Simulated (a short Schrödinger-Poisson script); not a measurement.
Structure: MOS inversion layer, Si3N4 on p-type Si(110), at 400 K.

| layer | material | thickness (nm) | Na (cm⁻³) |
|---|---|---|---|
| 1 | Si3N4 | 3.6 | - |
| 2 | Si | 240 | 3.1e18 |

Constants are typed, rounded textbook-type inputs, not results; the design itself was drawn at random and stands for no fabricated device. Si3N4: permittivity 7.5, conduction-band edge (eV) 1.95, gap (eV) 5.1, electron mass (mₑ) 0.5. Si: permittivity 11.7, conduction-band edge (eV) 0, gap (eV) 1.124, Nv at 300 K (cm⁻³) 3.1e19.

Channel valleys (confinement mass, in-plane density-of-states mass, number): Δ4 0.315, 0.324, 4; Δ2 0.19, 0.417, 2. At the gate the conduction-band edge of layer 1 lies 2.31 eV − eVg above the Fermi level of the channel; the field vanishes at the back. Gaps are held at their typed values at every temperature. Mesh 0.03 nm at interfaces.

From a short Schrödinger-Poisson script (our own, NumPy): 1D Poisson equation in equilibrium, electrons quantum, Hartree (BenDaniel-Duke, 12 states a valley, the channel's in-plane mass for all, wave functions ending at the dielectric), parabolic valleys, classical holes, full ionisation, no traps, pinning or gate leakage.

Only gate voltages with over 1e8 electrons/cm² are shown.

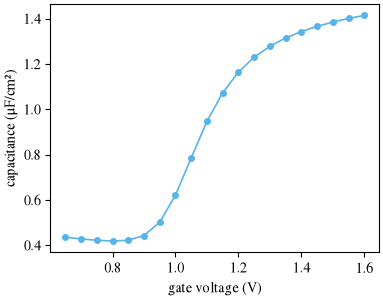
Figure. Quasi-static capacitance against gate voltage

| Vg (V) | electrons (cm⁻²) | C (μF/cm²) | Δ4 E0 (meV) | Δ4 E1 (meV) | Δ2 E0 (meV) | Δ2 E1 (meV) |
|---|---|---|---|---|---|---|
| 0.65 | 1.21e8 | 0.435 | 418.9 | 569.7 | 456.9 | 630.6 |
| 0.75 | 8.96e8 | 0.422 | 349.5 | 506.3 | 389.0 | 570.0 |
| 0.85 | 6.80e9 | 0.422 | 279.4 | 441.8 | 320.2 | 508.1 |
| 0.95 | 4.91e10 | 0.502 | 210.9 | 378.7 | 253.1 | 447.3 |
| 1.05 | 2.54e11 | 0.785 | 153.9 | 326.5 | 197.4 | 397.0 |
| 1.15 | 7.30e11 | 1.07 | 117.0 | 293.6 | 161.8 | 365.5 |
| 1.25 | 1.39e12 | 1.23 | 94.0 | 274.3 | 140.2 | 347.2 |
| 1.35 | 2.15e12 | 1.31 | 78.2 | 261.9 | 125.8 | 335.6 |
| 1.45 | 2.97e12 | 1.37 | 66.4 | 253.3 | 115.3 | 327.6 |
| 1.55 | 3.82e12 | 1.40 | 56.9 | 246.9 | 107.2 | 321.8 |

Subbands count from the Fermi level.
